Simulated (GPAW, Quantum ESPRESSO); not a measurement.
Two runs for the N K edge of atom 2 in TaN (Fm-3m). Run A: Quantum ESPRESSO XSpectra, PBE, excited-electron core hole (neutral cell), 16-atom cell with 6.2 Å between holes, 6×6×6 k points, dipole transitions, Lorentzian half width 0.4 eV, without spin-orbit coupling. Run B differs in one choice.

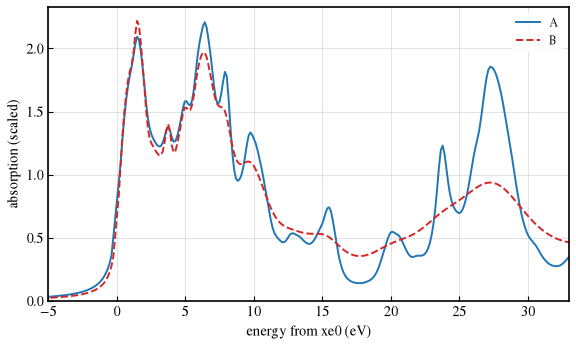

Energy from the energy zero of the input (xe0, at the border of filled and empty states); intensity scaled to a mean of 1 over the first 20 eV.

Question: What was changed?
a) the broadening
b) the plane-wave cutoff
c) the k mesh of the spectrum
d) the radius of the reconstruction

(a): run B changes the broadening from Lorentzian half width 0.4 eV to Lorentzian half width 0.3 eV up to 4 eV, rising linearly to 2.5 eV at 25 eV. The scaled spectrum changes by 13 % r.m.s. Another feature, at 1.5 eV (2.22), becomes the highest below 16 eV; the one at 6.4 eV (2.21) is now at 6.3 eV (1.97). Other settings could leave a like mark; this is the one that was changed.

[Hosts, paths, dates, database ids (printed as entryN), source tags and the programs' standing remarks are cut or masked in the printed files.]

[Lists of maxima count a maximum above −3 eV only where it reaches 4 % of the highest in the window and stands out from its surroundings by 2 % of it (1.5 % where it reaches 55 %); shoulders and weaker maxima are passed over, and of the rest the first, up to two pre-edge ones and the few strongest are named.]
